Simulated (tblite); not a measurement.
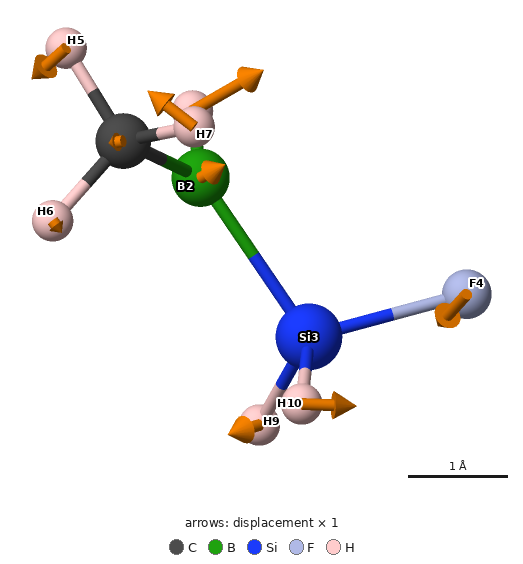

This is a relaxation of CH₆BFSi. The starting structure is drawn; orange arrows show the displacements, at their true length. The two geometries are superimposed by the best rigid fit.

The picture is a ball-and-stick view, seen from a free direction.

These are results of GFN2-xTB geometry optimisation, gas phase (tblite), not measurements. 

Q: What happened in the run?

A: After 72 geometry steps the energy has fallen by 0.270 eV. The atom that moves furthest after the best rigid fit is an H atom (1.04 Å). Largest moves by element: H 1.04 Å, F 0.73 Å, B 0.36 Å, C 0.18 Å, Si 0.04 Å. Among the contacts that change: F–Si 1.686 → 1.626 Å, C–H 1.116 → 1.090 Å, H–Si 1.475 → 1.468 Å, B–H 1.182 → 1.176 Å. Bond angles that change, for instance: B–Si–H 108.5° → 117.3°, F–Si–H 110.2° → 101.6°, F–Si–H 109.3° → 101.3°. Groups turn about B–Si by about 55°, B–C by about 45°. Cost: 0.26 s on 1 thread of Arm Neoverse V1 (shared host).
